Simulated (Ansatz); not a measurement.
**K+ with Si2H6: structure and interaction energy**

How do K+ and Si2H6 sit together, how strongly do they interact, and which methods get it right?

Program: Ansatz 0.2.0, Gaussian basis. Level of theory: PBE0-D4 structure, single points in def2-TZVPPD. These are calculated values, not measurements.

Levels: PBE-D4, revPBE-D4, BLYP-D4, r2SCAN-D4, B97M-V, PBE0-D4, B3LYP-D4, HSE06-D4, wB97X-V, wB97M-V, B2PLYP, Hartree-Fock, MP2, CCSD, CCSD(T). The reference is CCSD(T) extrapolated to the basis limit. For elements past Ar these valence bases correlate outer-core shells poorly and lack relativity, so that limit is rough.

Correlated methods freeze the cores. The outer core shell of Li, Na, Mg and K is correlated. B3LYP uses VWN-RPA correlation. B2PLYP carries no dispersion term here.

163 further runs of the same task are left out: 163 set aside as unsound or not needed. Runs told in other sessions of the task aren't counted.

## 1. The starting structure

The pair, from a GFN2-xTB docking trial: 9 atoms, charge 1, spin multiplicity 1.

Atoms are counted from 1 here; the program's logs count them from 0.

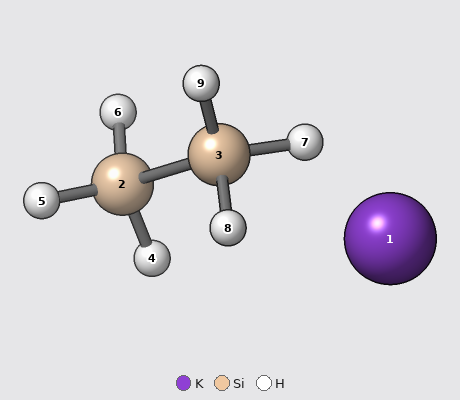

The starting geometry (potassium purple, silicon light orange, hydrogen white); atoms are numbered from 1 in the order of the file.

As a file:

```xyz
9
H6KSi2
K     0.04210    0.00220   -4.53110
Si   -0.34710   -0.33870    1.68980
Si    0.34070    0.34180   -0.43040
H    -1.76280   -0.70030    1.59270
H     0.45110   -1.50020    2.08240
H    -0.15330    0.77680    2.61300
H    -0.44900    1.45870   -0.98690
H     0.13310   -0.76370   -1.44490
H     1.74520    0.72350   -0.58460
```

Atoms 1 to 1 are fragment A (K+), the rest fragment B (Si2H6).

## 2. A first relaxation in a small basis

pre/in.yaml reads:

```yaml
crystal:
  periodic: [false, false, false]
  atoms:
    - {symbol: K, position_ang: [0.042100, 0.002200, -4.531100]}
    - {symbol: Si, position_ang: [-0.347100, -0.338700, 1.689800]}
    - {symbol: Si, position_ang: [0.340700, 0.341800, -0.430400]}
    - {symbol: H, position_ang: [-1.762800, -0.700300, 1.592700]}
    - {symbol: H, position_ang: [0.451100, -1.500200, 2.082400]}
    - {symbol: H, position_ang: [-0.153300, 0.776800, 2.613000]}
    - {symbol: H, position_ang: [-0.449000, 1.458700, -0.986900]}
    - {symbol: H, position_ang: [0.133100, -0.763700, -1.444900]}
    - {symbol: H, position_ang: [1.745200, 0.723500, -0.584600]}
basis:
  gaussian: {orbitals: def2-SVP}
total_charge: 1
hamiltonian: {xc: pbe, dispersion: d4}
relax: {f_tol: 0.03, max_steps: 250}
```

The run is started by

```
ansatz run in.yaml --threads 4 --pin off --events-out ev --progress --plain --max-ram 9574MiB
```

The program printed, shortened:

```text
Functional definition: PBE
  name "PBE"
  cite "Perdew, Burke & Ernzerhof, Phys. Rev. Lett. 77, 3865 (1996) doi:10.1103/PhysRevLett.77.3865"
  parent pbe
[...]
1016 factors; their error is unknown
[...]
mean field -32150.86799580 eV, -1181.5226062046 hartree, gradient 4.0e-5 eV, S^2 0.000000; 0 other end points of the search recorded, 0 dependent functions left out
[...]
reference -32150.86805953 eV, -1181.5226085466 hartree; 26, 26 occupied and 64, 64 virtual orbitals, 1016 factors
relax step   1: F+E_penalty+E_count = -32151.09892632 eV  Δ(F+E_penalty+E_count) = +0.000e0 eV  max|allowed force component| = 7.733e-1 eV/Å  Δτ_max = 0.0000 Å  (21 SCF iters, accepted)
[...]
Atom 1 at    -0.376214    -0.303182     1.672017 Å, force    -0.017868     0.002799     0.006963 eV/Å
Atom 2 at     0.433459     0.172084    -0.485303 Å, force     0.009777     0.002559     0.016911 eV/Å
Atom 3 at    -1.813565    -0.718685     1.540296 Å, force     0.012933     0.000682    -0.006000 eV/Å
Atom 4 at     0.453475    -1.410407     2.249343 Å, force     0.007261    -0.010076     0.002979 eV/Å
Atom 5 at    -0.254919     0.950356     2.485873 Å, force     0.000936     0.007514     0.012703 eV/Å
Atom 6 at    -0.393049     1.255941    -1.157428 Å, force    -0.007907     0.019729    -0.024501 eV/Å
Atom 7 at     0.302952    -1.020255    -1.417197 Å, force     0.000555    -0.016704    -0.026658 eV/Å
Atom 8 at     1.867375     0.620895    -0.559389 Å, force    -0.003818    -0.002974     0.005345 eV/Å
Dipole moment:    -0.163046     0.253247    -2.523228 e Å
```

Run time: 11 s. Hardware: 4 threads of Arm Neoverse V1, shared host.

The steps of the relaxation:

```csv
step,energy from step 1 (eV),largest force component (eV/Å)
1,0.0000,0.7733
2,-0.0813,0.1885
3,-0.0903,0.0391
4,-0.0910,0.0147
5,-0.0935,0.1538
6,-0.0967,0.1771
7,-0.0989,0.1066
8,-0.1008,0.0391
9,-0.1017,0.0107
10,-0.1021,0.0168
11,-0.1025,0.0267
```

Close pairs (by a distance rule), those that changed most:

```csv
bond,before (Å),after (Å),change (Å)
Si3–H7,1.477,1.520,+0.043
Si3–H9,1.464,1.504,+0.041
Si2–H6,1.461,1.499,+0.039
Si2–H4,1.464,1.502,+0.038
Si2–H5,1.463,1.499,+0.036
Si2–Si3,2.331,2.353,+0.022
Si3–H8,1.515,1.519,+0.004
```

## 3. Relaxation at PBE0-D4

relax/in.yaml reads:

```yaml
crystal:
  periodic: [false, false, false]
  atoms:
    - {symbol: K, position_ang: [-0.219515, 0.453354, -4.328211]}
    - {symbol: Si, position_ang: [-0.376214, -0.303182, 1.672017]}
    - {symbol: Si, position_ang: [0.433459, 0.172084, -0.485303]}
    - {symbol: H, position_ang: [-1.813565, -0.718685, 1.540296]}
    - {symbol: H, position_ang: [0.453475, -1.410407, 2.249343]}
    - {symbol: H, position_ang: [-0.254919, 0.950356, 2.485873]}
    - {symbol: H, position_ang: [-0.393049, 1.255941, -1.157428]}
    - {symbol: H, position_ang: [0.302952, -1.020255, -1.417197]}
    - {symbol: H, position_ang: [1.867375, 0.620895, -0.559389]}
basis:
  gaussian: {orbitals: def2-TZVP}
total_charge: 1
hamiltonian: {xc: pbe0, dispersion: d4}
relax: {f_tol: 0.005, max_steps: 200}
```

The run is started by

```
ansatz run in.yaml --threads 4 --pin off --events-out ev --progress --plain --max-ram 9574MiB
```

The program printed:

```text
Functional definition: PBE0
  name "PBE0"
  cite "Adamo & Barone, J. Chem. Phys. 110, 6158 (1999) doi:10.1063/1.478522"
[... 2 set-up lines as earlier in the session ...]
  parameter a = 0.25
  parameter kappa = 0.804
  parameter beta = 0.06672455060314922
  exchange = (1 - a)*pbe_x(kappa = kappa, mu = beta*pi^2/3) + a*exact_x
  correlation = pbe_c(beta = beta)
1154 factors; their error is unknown
mean field evaluation 1: about -32159.8133 eV, gradient 2.1e1 eV
mean field evaluation 2: about -32160.8675 eV, gradient 1.6e1 eV
mean field evaluation 4: about -32161.6665 eV, gradient 3.3e-1 eV
mean field evaluation 8: about -32161.8191 eV, gradient 8.6e-3 eV
mean field -32161.81905472 eV, -1181.9250501969 hartree, gradient 4.2e-5 eV, S^2 0.000000; 0 other end points of the search recorded, 0 dependent functions left out
the calculation of the forces begins
reference -32161.81910018 eV, -1181.9250518675 hartree; 26, 26 occupied and 117, 117 virtual orbitals, 1154 factors
relax step   1: F+E_penalty+E_count = -32162.01897654 eV  Δ(F+E_penalty+E_count) = +0.000e0 eV  max|allowed force component| = 3.182e-1 eV/Å  Δτ_max = 0.0000 Å  (22 SCF iters, accepted)
these checks for a lower state are left out or cut short: starts, cluster_reference, orbital_swaps, neighbouring_geometries, increment
1154 factors; their error is unknown
mean field evaluation 16: about -32161.8364 eV, gradient 1.3e-1 eV
mean field -32161.83644537 eV, -1181.9256892916 hartree, gradient 2.4e-5 eV, S^2 0.000000; 0 other end points of the search recorded, 0 dependent functions left out
the calculation of the forces begins
reference -32161.83649065 eV, -1181.9256909557 hartree; 26, 26 occupied and 117, 117 virtual orbitals, 1154 factors
relax step   2: F+E_penalty+E_count = -32162.03539697 eV  Δ(F+E_penalty+E_count) = -1.642e-2 eV  max|allowed force component| = 7.416e-2 eV/Å  Δτ_max = 0.0222 Å  (25 SCF iters, accepted)
these checks for a lower state are left out or cut short: starts, cluster_reference, orbital_swaps, neighbouring_geometries, increment
1154 factors; their error is unknown
mean field -32161.83798261 eV, -1181.9257457841 hartree, gradient 2.4e-5 eV, S^2 0.000000; 0 other end points of the search recorded, 0 dependent functions left out
the calculation of the forces begins
reference -32161.83802785 eV, -1181.9257474465 hartree; 26, 26 occupied and 117, 117 virtual orbitals, 1154 factors
relax step   3: F+E_penalty+E_count = -32162.03639247 eV  Δ(F+E_penalty+E_count) = -9.955e-4 eV  max|allowed force component| = 1.413e-2 eV/Å  Δτ_max = 0.0162 Å  (25 SCF iters, accepted)
these checks for a lower state are left out or cut short: starts, cluster_reference, orbital_swaps, neighbouring_geometries, increment
1154 factors; their error is unknown
mean field evaluation 32: about -32161.8391 eV, gradient 1.2e-4 eV
mean field -32161.83912486 eV, -1181.9257877612 hartree, gradient 2.4e-5 eV, S^2 0.000000; 0 other end points of the search recorded, 0 dependent functions left out
the calculation of the forces begins
reference -32161.83917011 eV, -1181.9257894239 hartree; 26, 26 occupied and 117, 117 virtual orbitals, 1154 factors
relax step   4: F+E_penalty+E_count = -32162.03684737 eV  Δ(F+E_penalty+E_count) = -4.549e-4 eV  max|allowed force component| = 1.725e-2 eV/Å  Δτ_max = 0.0294 Å  (25 SCF iters, accepted)
these checks for a lower state are left out or cut short: starts, cluster_reference, orbital_swaps, neighbouring_geometries, increment
1154 factors; their error is unknown
mean field -32161.83895641 eV, -1181.9257815708 hartree, gradient 2.5e-5 eV, S^2 0.000000; 0 other end points of the search recorded, 0 dependent functions left out
the calculation of the forces begins
reference -32161.83900168 eV, -1181.9257832343 hartree; 26, 26 occupied and 117, 117 virtual orbitals, 1154 factors
relax step   5: F+E_penalty+E_count = -32162.03726706 eV  Δ(F+E_penalty+E_count) = -4.197e-4 eV  max|allowed force component| = 6.722e-3 eV/Å  Δτ_max = 0.0351 Å  (25 SCF iters, accepted)
these checks for a lower state are left out or cut short: starts, cluster_reference, orbital_swaps, neighbouring_geometries, increment
1154 factors; their error is unknown
mean field -32161.83698129 eV, -1181.9257089864 hartree, gradient 2.6e-5 eV, S^2 0.000000; 0 other end points of the search recorded, 0 dependent functions left out
the calculation of the forces begins
reference -32161.83702660 eV, -1181.9257106515 hartree; 26, 26 occupied and 117, 117 virtual orbitals, 1154 factors
relax step   6: F+E_penalty+E_count = -32162.03828747 eV  Δ(F+E_penalty+E_count) = -1.020e-3 eV  max|allowed force component| = 2.863e-2 eV/Å  Δτ_max = 0.1971 Å  (24 SCF iters, accepted)
these checks for a lower state are left out or cut short: starts, cluster_reference, orbital_swaps, neighbouring_geometries, increment
1154 factors; their error is unknown
mean field -32161.83813286 eV, -1181.9257513059 hartree, gradient 1.9e-5 eV, S^2 0.000000; 0 other end points of the search recorded, 0 dependent functions left out
the calculation of the forces begins
reference -32161.83817815 eV, -1181.9257529701 hartree; 26, 26 occupied and 117, 117 virtual orbitals, 1154 factors
relax step   7: F+E_penalty+E_count = -32162.03852377 eV  Δ(F+E_penalty+E_count) = -2.363e-4 eV  max|allowed force component| = 2.221e-2 eV/Å  Δτ_max = 0.0113 Å  (20 SCF iters, accepted)
these checks for a lower state are left out or cut short: starts, cluster_reference, orbital_swaps, neighbouring_geometries, increment
1154 factors; their error is unknown
mean field -32161.83876980 eV, -1181.9257747128 hartree, gradient 1.9e-5 eV, S^2 0.000000; 0 other end points of the search recorded, 0 dependent functions left out
the calculation of the forces begins
reference -32161.83881506 eV, -1181.9257763763 hartree; 26, 26 occupied and 117, 117 virtual orbitals, 1154 factors
relax step   8: F+E_penalty+E_count = -32162.03865351 eV  Δ(F+E_penalty+E_count) = -1.297e-4 eV  max|allowed force component| = 1.302e-2 eV/Å  Δτ_max = 0.0177 Å  (20 SCF iters, accepted)
these checks for a lower state are left out or cut short: starts, cluster_reference, orbital_swaps, neighbouring_geometries, increment
1154 factors; their error is unknown
mean field evaluation 64: about -32161.8386 eV, gradient 2.3e-5 eV
mean field -32161.83856119 eV, -1181.9257670465 hartree, gradient 2.5e-5 eV, S^2 0.000000; 0 other end points of the search recorded, 0 dependent functions left out
the calculation of the forces begins
reference -32161.83860643 eV, -1181.9257687092 hartree; 26, 26 occupied and 117, 117 virtual orbitals, 1154 factors
relax step   9: F+E_penalty+E_count = -32162.03873188 eV  Δ(F+E_penalty+E_count) = -7.838e-5 eV  max|allowed force component| = 9.086e-3 eV/Å  Δτ_max = 0.0445 Å  (25 SCF iters, accepted)
these checks for a lower state are left out or cut short: starts, cluster_reference, orbital_swaps, neighbouring_geometries, increment
1154 factors; their error is unknown
mean field -32161.83837385 eV, -1181.9257601620 hartree, gradient 2.5e-5 eV, S^2 0.000000; 0 other end points of the search recorded, 0 dependent functions left out
the calculation of the forces begins
reference -32161.83841908 eV, -1181.9257618243 hartree; 26, 26 occupied and 117, 117 virtual orbitals, 1154 factors
relax step  10: F+E_penalty+E_count = -32162.03871524 eV  Δ(F+E_penalty+E_count) = +1.665e-5 eV  max|allowed force component| = 1.392e-2 eV/Å  Δτ_max = 0.0298 Å  (25 SCF iters, rejected (line search))
these checks for a lower state are left out or cut short: starts, cluster_reference, orbital_swaps, neighbouring_geometries, increment
1154 factors; their error is unknown
mean field -32161.83855132 eV, -1181.9257666840 hartree, gradient 7.4e-6 eV, S^2 0.000000; 0 other end points of the search recorded, 0 dependent functions left out
the calculation of the forces begins
reference -32161.83859656 eV, -1181.9257683465 hartree; 26, 26 occupied and 117, 117 virtual orbitals, 1154 factors
relax step  11: F+E_penalty+E_count = -32162.03874880 eV  Δ(F+E_penalty+E_count) = -1.692e-5 eV  max|allowed force component| = 2.619e-3 eV/Å  Δτ_max = 0.0147 Å  (20 SCF iters, accepted)
these checks for a lower state are left out or cut short: starts, cluster_reference, orbital_swaps, neighbouring_geometries, increment
1154 factors; their error is unknown
mean field -32161.83852027 eV, -1181.9257655426 hartree, gradient 6.6e-5 eV, S^2 0.000000; 0 other end points of the search recorded, 0 dependent functions left out
the calculation of the forces begins
reference -32161.83856550 eV, -1181.9257672050 hartree; 26, 26 occupied and 117, 117 virtual orbitals, 1154 factors
relax step  12: F+E_penalty+E_count = -32162.03875053 eV  Δ(F+E_penalty+E_count) = -1.725e-6 eV  max|allowed force component| = 2.527e-3 eV/Å  Δτ_max = 0.0052 Å  (17 SCF iters, accepted)
1154 factors; their error is unknown
mean field evaluation 96: about -32161.8385 eV, gradient 7.0e-4 eV
mean field -32161.83852027 eV, -1181.9257655426 hartree, gradient 6.6e-5 eV, S^2 0.000000; 1 other end points of the search recorded, 0 dependent functions left out
the calculation of the forces begins
reference -32161.83856550 eV, -1181.9257672050 hartree; 26, 26 occupied and 117, 117 virtual orbitals, 1154 factors
Total energy: -32162.03879576 eV, -1181.9331255315 hartree
Atom 0 at    -0.540492     0.311998    -4.227386 Å, force    -0.000111     0.000169    -0.000385 eV/Å
Atom 1 at    -0.399479    -0.304258     1.619321 Å, force    -0.000142     0.001745    -0.000100 eV/Å
Atom 2 at     0.539247     0.216277    -0.459983 Å, force    -0.000003    -0.002527     0.000456 eV/Å
Atom 3 at    -1.811055    -0.698419     1.384671 Å, force     0.000004    -0.000224    -0.000122 eV/Å
Atom 4 at     0.368621    -1.427544     2.206846 Å, force     0.000425     0.000363    -0.000592 eV/Å
Atom 5 at    -0.326853     0.903471     2.475470 Å, force    -0.000356    -0.000161     0.000610 eV/Å
Atom 6 at    -0.235216     1.303195    -1.152210 Å, force    -0.000169     0.000196     0.000502 eV/Å
Atom 7 at     0.444893    -0.947782    -1.406945 Å, force     0.000294     0.000424    -0.000396 eV/Å
Atom 8 at     1.960332     0.643163    -0.439783 Å, force     0.000058     0.000015     0.000027 eV/Å
Dipole moment:    -0.363152     0.168058    -2.471024 e Å
```

Run time: 24 s. Hardware: 4 threads of Arm Neoverse V1, shared host.

Along the way:

```csv
step,energy from step 1 (eV),largest force component (eV/Å)
1,0.0000,0.3182
2,-0.0164,0.0742
3,-0.0174,0.0141
4,-0.0179,0.0172
5,-0.0183,0.0067
6,-0.0193,0.0286
7,-0.0195,0.0222
8,-0.0197,0.0130
9,-0.0198,0.0091
10,-0.0197,0.0139
11,-0.0198,0.0026
12,-0.0198,0.0025
```

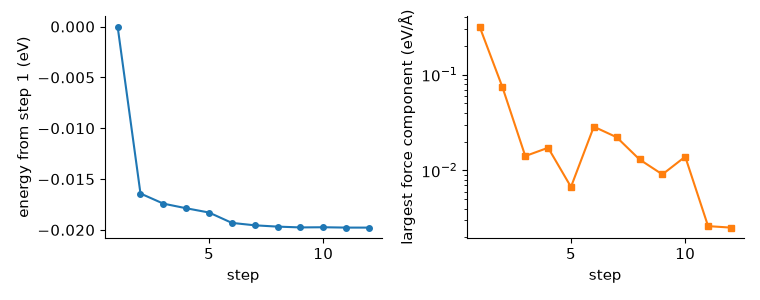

Energy and largest force along the relaxation.

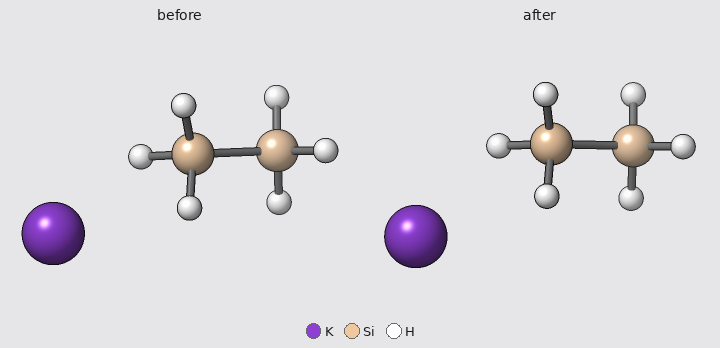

The geometry before (left) and after (right).

Distances of close pairs at the start and the end, largest changes first:

```csv
bond,before (Å),after (Å),change (Å)
Si3–H9,1.504,1.484,-0.020
Si2–H4,1.502,1.484,-0.018
Si2–H6,1.499,1.482,-0.017
Si2–H5,1.499,1.482,-0.017
Si3–H7,1.520,1.503,-0.016
Si3–H8,1.519,1.504,-0.015
Si2–Si3,2.353,2.340,-0.013
```

The shortest distance between the fragments is K1–H8, 3.24 Å; measured against covalent radii the tightest is K1–Si3, 3.92 Å.

Counterpoise needs three runs a level at this geometry: the pair (ab), and each fragment in the basis of the whole pair, with ghost atoms in place of the other (a, b).

## 4. wB97X-V/def2-TZVPPD

ab/in.yaml reads:

```yaml
crystal:
  periodic: [false, false, false]
  atoms:
    - {symbol: K, position_ang: [-0.540492, 0.311998, -4.227386]}
    - {symbol: Si, position_ang: [-0.399479, -0.304258, 1.619321]}
    - {symbol: Si, position_ang: [0.539247, 0.216277, -0.459983]}
    - {symbol: H, position_ang: [-1.811055, -0.698419, 1.384671]}
    - {symbol: H, position_ang: [0.368621, -1.427544, 2.206846]}
    - {symbol: H, position_ang: [-0.326853, 0.903471, 2.475470]}
    - {symbol: H, position_ang: [-0.235216, 1.303195, -1.152210]}
    - {symbol: H, position_ang: [0.444893, -0.947782, -1.406945]}
    - {symbol: H, position_ang: [1.960332, 0.643163, -0.439783]}
basis:
  gaussian: {orbitals: "def2-TZVPPD.json"}
total_charge: 1
hamiltonian: {xc: {name: wB97X-V}}
```

a/in.yaml reads:

```yaml
crystal:
  periodic: [false, false, false]
  atoms:
    - {symbol: K, position_ang: [-0.540492, 0.311998, -4.227386]}
basis:
  gaussian:
    orbitals: "def2-TZVPPD.json"
    ghost_atoms:
      - {symbol: Si, position_ang: [-0.399479, -0.304258, 1.619321]}
      - {symbol: Si, position_ang: [0.539247, 0.216277, -0.459983]}
      - {symbol: H, position_ang: [-1.811055, -0.698419, 1.384671]}
      - {symbol: H, position_ang: [0.368621, -1.427544, 2.206846]}
      - {symbol: H, position_ang: [-0.326853, 0.903471, 2.475470]}
      - {symbol: H, position_ang: [-0.235216, 1.303195, -1.152210]}
      - {symbol: H, position_ang: [0.444893, -0.947782, -1.406945]}
      - {symbol: H, position_ang: [1.960332, 0.643163, -0.439783]}
total_charge: 1
hamiltonian: {xc: {name: wB97X-V}}
```

b/in.yaml reads:

```yaml
crystal:
  periodic: [false, false, false]
  atoms:
    - {symbol: Si, position_ang: [-0.399479, -0.304258, 1.619321]}
    - {symbol: Si, position_ang: [0.539247, 0.216277, -0.459983]}
    - {symbol: H, position_ang: [-1.811055, -0.698419, 1.384671]}
    - {symbol: H, position_ang: [0.368621, -1.427544, 2.206846]}
    - {symbol: H, position_ang: [-0.326853, 0.903471, 2.475470]}
    - {symbol: H, position_ang: [-0.235216, 1.303195, -1.152210]}
    - {symbol: H, position_ang: [0.444893, -0.947782, -1.406945]}
    - {symbol: H, position_ang: [1.960332, 0.643163, -0.439783]}
basis:
  gaussian:
    orbitals: "def2-TZVPPD.json"
    ghost_atoms:
      - {symbol: K, position_ang: [-0.540492, 0.311998, -4.227386]}
hamiltonian: {xc: {name: wB97X-V}}
```

The basis file named in the input lies beside it (Basis Set Exchange, JSON).

Each run has its own folder and the same command.

The run is started by

```
ansatz run in.yaml --threads 4 --pin off --events-out ev --progress --plain --max-ram 9574MiB
```

Output in ab, shortened:

```text
Functional definition: wB97X-V
  name "wB97X-V"
  cite "Mardirossian & Head-Gordon, Phys. Chem. Chem. Phys. 16, 9904 (2014) doi:10.1039/C3CP54374A"
  cite "Becke, J. Chem. Phys. 107, 8554 (1997) doi:10.1063/1.475007"
  cite "Vydrov & Van Voorhis, J. Chem. Phys. 133, 244103 (2010) doi:10.1063/1.3521275"
[...]
      + integral(e_c_pw_opposite_spin*poly(b97_u_opposite, cos0, cos1)) + vv10(b, c)
1334 factors; their error is unknown
414 factors; integrals over basis functions are off by at most 3.7e-5 eV
[...]
mean field -32168.71917777 eV, -1182.1786250419 hartree, gradient 1.9e-5 eV, S^2 0.000000; 0 other end points of the search recorded, 0 dependent functions left out
reference -32168.71917486 eV, -1182.1786249350 hartree; 26, 26 occupied and 208, 208 virtual orbitals, 1334 factors
Total energy: -32168.71917486 eV, -1182.1786249350 hartree
```

Log of a, shortened:

```text
[... 5 set-up lines as earlier in the session ...]
[...]
      + integral(e_c_pw_opposite_spin*poly(b97_u_opposite, cos0, cos1)) + vv10(b, c)
1266 factors; their error is unknown
394 factors; integrals over basis functions are off by at most 4.1e-5 eV
[...]
mean field -16317.80639386 eV, -599.6683243678 hartree, gradient 6.8e-5 eV, S^2 0.000000; 0 other end points of the search recorded, 0 dependent functions left out
reference -16317.80639264 eV, -599.6683243232 hartree; 9, 9 occupied and 225, 225 virtual orbitals, 1266 factors
Total energy: -16317.80639264 eV, -599.6683243232 hartree
```

Log of b, shortened:

```text
[... 5 set-up lines as earlier in the session ...]
[...]
      + integral(e_c_pw_opposite_spin*poly(b97_u_opposite, cos0, cos1)) + vv10(b, c)
1242 factors; their error is unknown
373 factors; integrals over basis functions are off by at most 3.9e-5 eV
[...]
mean field -15850.60513979 eV, -582.4989949614 hartree, gradient 6.2e-5 eV, S^2 0.000000; 0 other end points of the search recorded, 0 dependent functions left out
reference -15850.60513726 eV, -582.4989948683 hartree; 17, 17 occupied and 217, 217 virtual orbitals, 1242 factors
Total energy: -15850.60513726 eV, -582.4989948683 hartree
```

They took 10 s (ab), 4.9 s (a), 7 s (b) on 4 threads of Arm Neoverse V1, shared host; peak memory 0.69 GiB.

E(ab) − E(a) − E(b) = -308 meV.

[end of part 1 of 3]
